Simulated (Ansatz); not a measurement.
```yaml
atoms:
  - { symbol: C, position_ang: [-1.7928, 2.2545, -1.1114] }
  - { symbol: C, position_ang: [-0.4996, 1.6552, -1.0703] }
  - { symbol: C, position_ang: [-0.1021, 0.7238, -2.0413] }
  - { symbol: C, position_ang: [1.9083, 0.5011, -1.0436] }
  - { symbol: C, position_ang: [0.4599, 1.9410, -0.0783] }
  - { symbol: Br, position_ang: [0.0662, 3.1685, 1.2844] }
  - { symbol: N, position_ang: [-2.8519, 2.7203, -1.1776] }
  - { symbol: N, position_ang: [1.0920, 0.1498, -2.0302] }
  - { symbol: N, position_ang: [1.6415, 1.3701, -0.0712] }
  - { symbol: H, position_ang: [-0.7935, 0.4500, -2.8456] }
  - { symbol: H, position_ang: [2.8989, 0.0335, -1.0231] }
```

Geometry: PBE0-D3(BJ)/def2-SVP.

All numbers below come from isolated molecule in a Gaussian basis; Kohn-Sham density functional theory, functional PBE0 (Ansatz).

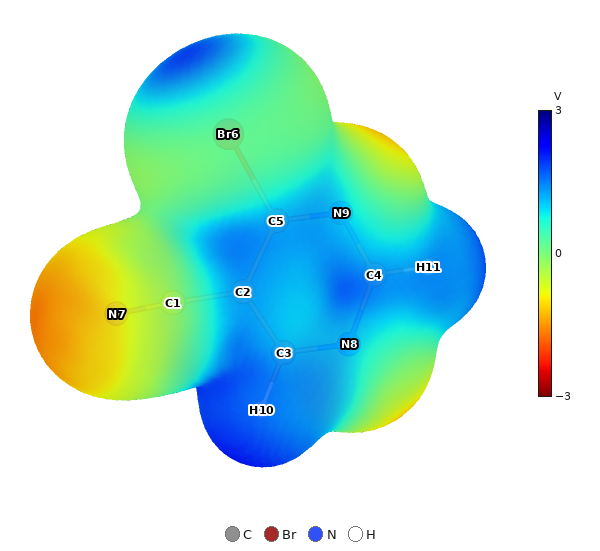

C$_{5}$H$_{2}$BrN$_{3}$ (SMILES N#Cc1cncnc1Br). The molecular electrostatic potential painted on the density surface at 0.004 e/bohr³, seen at a tilt; the colour scale runs from red (negative) to blue (positive).

**Which sites attract a positive test charge, and which a negative one?**

A positive charge is drawn to the negative regions and a negative charge to the positive ones. The most negative region (about −1.6 V) lies over N7, the most positive (about +2.1 V) over H10. Br6 shows a σ-hole: about +1.9 V at the tip opposite its bond, against about 0.0 V on its flanks. N7 is the likeliest acceptor of a hydrogen bond.

**What dipole moment does the calculation give?**

Its dipole moment is 2.43 D.
